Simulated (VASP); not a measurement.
Band structure of Cs$_{2}$PdCl$_{4}$ (space group P4/mmm). All values below come from PBEsol GGA, VASP's PBE PAW potentials (set 64) (plane waves; VASP).

Unless said otherwise, spin-orbit coupling is left out, though it shifts the bands of the heavy elements here.

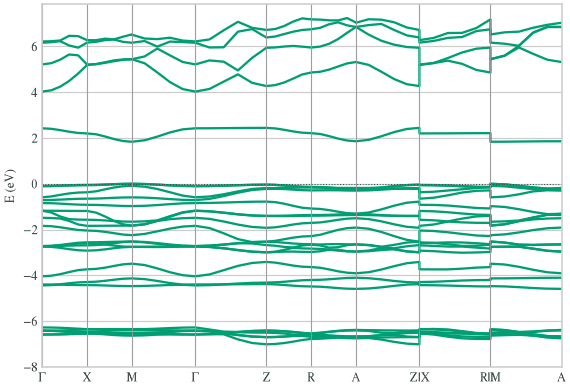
Figure. Bands along high-symmetry lines, zero at the valence-band maximum or, without a gap, the Fermi level

Problem. Read the plot: is there a gap, and where are the band edges?

Solution. The gap is direct, 1.84 eV, from the valence maximum at M to the conduction minimum at M.

The structure comes from a measured Cs2PdCl4 entry of the Crystallography Open Database, whose conditions weren't checked. The cell was not relaxed at this level.
